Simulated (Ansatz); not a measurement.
# C3H6OSi: ladder of methods at one geometry from a Python script

How do the methods compare on C3H6OSi, in result and in cost? Wanted for C3H6OSi: a ladder of methods at one geometry.

Computed with Ansatz 0.2.0 through its Python package. The levels of theory stand in the script.

## Step 1: The system

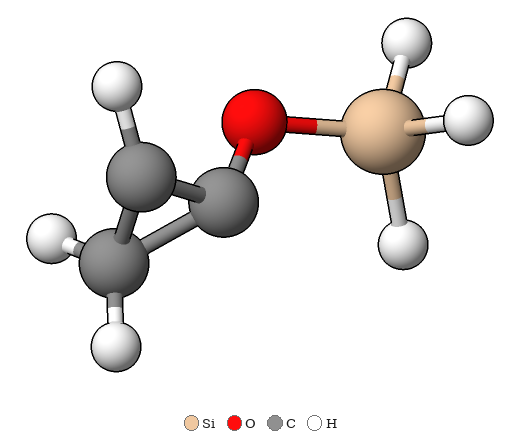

The structure that the script starts from, seen from a chosen angle (silicon light orange, oxygen red, carbon grey, hydrogen white).

The script holds or builds the structure itself.

## Step 2: The code

Contents of c3h6osi.py:

```python
# -*- coding: utf-8 -*-
from pathlib import Path

import ansatz as az
import numpy as np

GEOMETRY = '''
Si   -1.68000   -1.09480   -0.11920
O    -0.26920   -0.58040    0.50590
C     0.27860    0.52810   -0.07460
C     1.10190    1.38620    0.67640
C     1.70430    0.71770   -0.41440
H    -2.73610    0.04560    0.03220
H    -1.55270   -1.36840   -1.57050
H    -2.17060   -2.24550    0.57160
H     1.10530    1.31590    1.79610
H     1.90980    1.31190   -1.25570
H     2.37420   -0.07340   -0.12730
'''

mol = az.Crystal.molecule()
for line in GEOMETRY.strip().splitlines():
    symbol, *xyz = line.split()
    mol = mol.atom(symbol, [float(v) for v in xyz])

calc = mol.calculation().basis(gaussian='def2-SVP')

print('functional    E (Ha)        dipole (D)   HOMO (eV)  LUMO (eV)')
for name in ['pbe', 'lda', 'pbe0', 'hse06', 'hf']:
    r = calc.functional(name).forces().orbitals().run(threads=1, runs_dir='runs').report
    lines = Path(r['orbitals_path']).read_text().splitlines()
    field_of = lambda key: [line.split('=')[1].strip() for line in lines if line.startswith(key)]
    orbitals = [(27.211386 * float(e), s, float(n)) for e, s, n in zip(field_of('Ene='), field_of('Spin='), field_of('Occup='))]
    homo = max(e for e, _, n in orbitals if n > 0.5)
    lumo = min(e for e, _, n in orbitals if n < 0.5)
    dipole = 4.803205 * np.linalg.norm(r['charge_distribution']['dipole_moment_e_ang'])
    print(f'{name:10s} {r["free_energy_ev"] / 27.211386246:14.6f} {dipole:9.3f} {homo:11.3f} {lumo:10.3f}')
```

## Step 3: What the engine is handed

The engine receives this input (first run):

```yaml
crystal:
  periodic: [false, false, false]
  atoms:
    - { symbol: Si, position_ang: [-1.68, -1.0948, -0.1192] }
    - { symbol: O, position_ang: [-0.2692, -0.5804, 0.5059] }
    - { symbol: C, position_ang: [0.2786, 0.5281, -0.0746] }
    - { symbol: C, position_ang: [1.1019, 1.3862, 0.6764] }
    - { symbol: C, position_ang: [1.7043, 0.7177, -0.4144] }
    - { symbol: H, position_ang: [-2.7361, 0.0456, 0.0322] }
    - { symbol: H, position_ang: [-1.5527, -1.3684, -1.5705] }
    - { symbol: H, position_ang: [-2.1706, -2.2455, 0.5716] }
    - { symbol: H, position_ang: [1.1053, 1.3159, 1.7961] }
    - { symbol: H, position_ang: [1.9098, 1.3119, -1.2557] }
    - { symbol: H, position_ang: [2.3742, -0.0734, -0.1273] }
basis:
  gaussian:
    orbitals: def2-SVP
hamiltonian:
  xc: pbe
output:
  orbitals: {}
  forces: true
```

## Step 4: Running it

The run is started by

```console
python c3h6osi.py
```

What it wrote:

```text
functional    E (Ha)        dipole (D)   HOMO (eV)  LUMO (eV)
pbe           -481.877472     0.869      -5.395     -3.011
lda           -479.463699     0.840      -5.526     -3.188
pbe0          -481.916586     0.892      -6.610     -2.099
hse06         -481.899765     0.892      -6.211     -2.488
hf            -480.495642     1.052      -9.136      1.657
```

Wall time 17 s (1 thread of Arm Neoverse V2, shared host); peak memory 0.28 GiB.

## Step 5: Inputs of later runs

The engine's inputs for some of the other runs:

Run 2, against run 1:

```diff
@@ -19 +19 @@
-  xc: pbe
+  xc: lda
```

Run 3, against run 1:

```diff
@@ -19 +19 @@
-  xc: pbe
+  xc: pbe0
```

Run 5, against run 1:

```diff
@@ -19 +19 @@
-  xc: pbe
+  xc: hf
```

## Step 6: What each run gave

From the records of these 5 runs:

```tsv
run	functional	energy (eV)	SCF cycles	CPU time (s)
1	pbe	-13112.5540	21	3
2	lda	-13046.8719	20	1.9
3	pbe0	-13113.6184	19	4.3
4	hse06	-13113.1606	19	4.8
5	hf	-13074.9525	13	2
```

Totals hang on method, basis and potentials, so only like runs compare.

The fields below are those of run 1.

## Step 7: The molecule's orbitals and density

The fields below are evaluated on a grid from the run's orbitals.

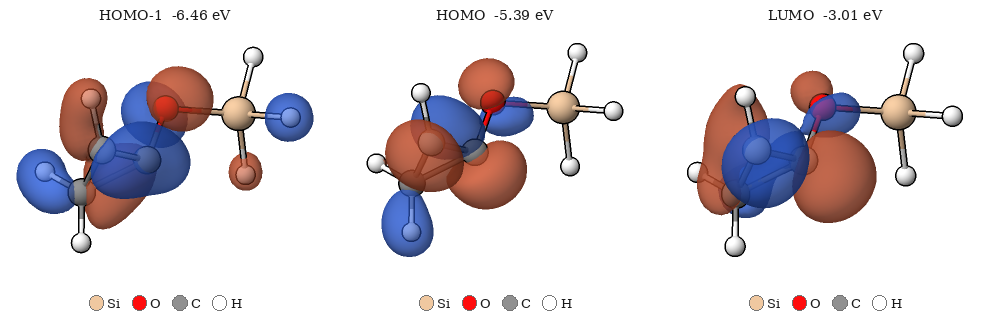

PBE/def2-SVP orbitals near the gap, drawn at the value that encloses 70 % of each; the two colours are the two signs.

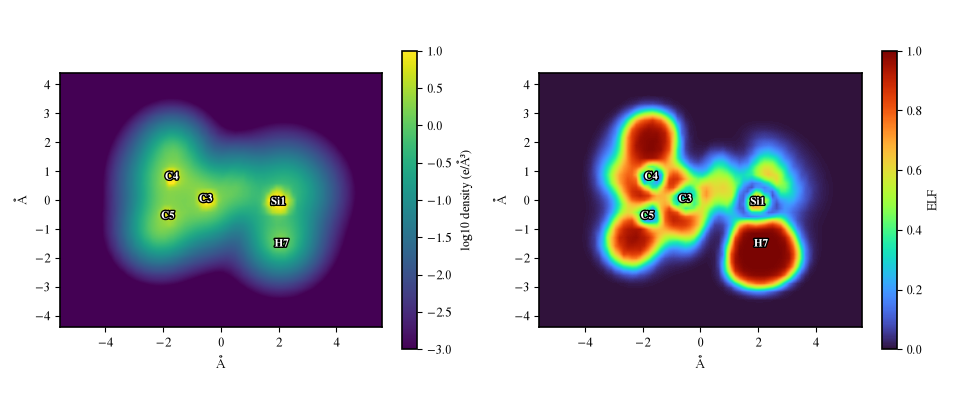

Density (left) and ELF (right) in a plane through or near 5 of the atoms.

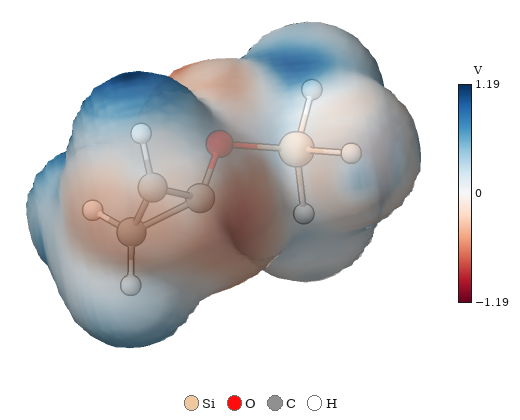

Electrostatic potential on the surface of density 0.002 e/bohr³; red is low, blue high. It runs from -0.58 V near C3 to 1.19 V near H8.

## Step 8: Summary of results

| quantity | value |
| --- | --- |
| runs compared | 5 |
| HOMO-LUMO gap of the mean field (PBE/def2-SVP) | 2.38 eV |

What this shows: All 5 runs converged, in 13 to 21 cycles. Caveats:
- The geometry is a force-field or estimated start, not a minimum of this method, and the basis set is short of its limit. A lower total doesn't mark the better method: functionals have no common bound, and MP2 and coupled cluster aren't variational.
- Levels such as HOMO and LUMO are orbital energies: with these approximate functionals they aren't the ionisation energy and electron affinity, and their gap isn't the fundamental gap.
- hse06 follows the composition of plane-wave codes, whose totals differ by tens of mHa, up to about 0.1 Ha, from the form usual in Gaussian-basis programs (wpbeh).
